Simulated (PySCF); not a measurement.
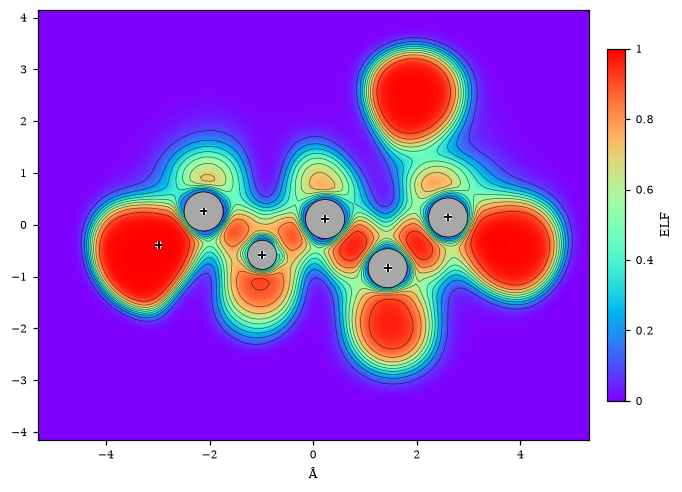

The ELF on a plane through atoms (crosses mark nuclei in the plane; grey discs cover the cores).

Method: PBE0/pcSseg-1, SCF density, gas phase, non-relativistic (PySCF).

Candidates:
A. C$_{10}$H$_{10}$S
B. C$_{4}$H$_{7}$BF$_{3}$P
C. C$_{9}$H$_{14}$O

### Which system is this?

Candidate C: C$_{9}$H$_{14}$O on the plane of atoms C8, O9 and C10, which holds C, O and H. C–O (1.40 Å): the ELF peaks at about 0.90 between the atoms: a polar covalent bond. C–H (1.09 Å): the ELF climbs to about 1 towards the hydrogen, as it does in any bond to H; a covalent bond by its length.
